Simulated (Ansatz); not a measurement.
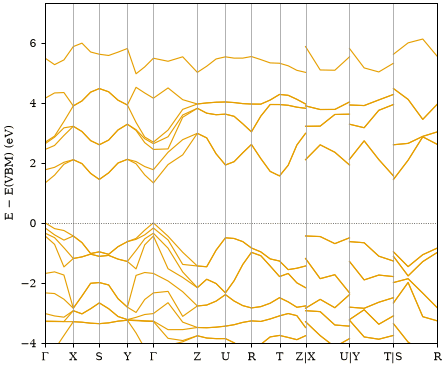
Figure. Band structure from HSE06 in the plane-wave PAW code Ansatz

Read off the gap and where the band edges lie.

About 1.3 eV (1.33 eV among the points solved); maximum at Γ, minimum at Γ.

The material is ZrS₂ in space group Pnnm (No. 58; Zr on 2a, S on 4g).

A made-up cell: these elements were put on the sites of a structure type; neither database checked (COD, Materials Project) lists it. Whether it is the stable phase at ambient conditions was not checked. The HSE06 relaxation kept the symmetry of its start; whether a distortion lowers the energy is not shown. No spin polarisation was allowed. The hybrid was solved on a coarse mesh, the path and, where they were found, the r²SCAN edge points; its band edges are the extreme levels among these. Spin–orbit coupling is left out wherever it is not named.

Potentials: the later of the program's two PAW sets.
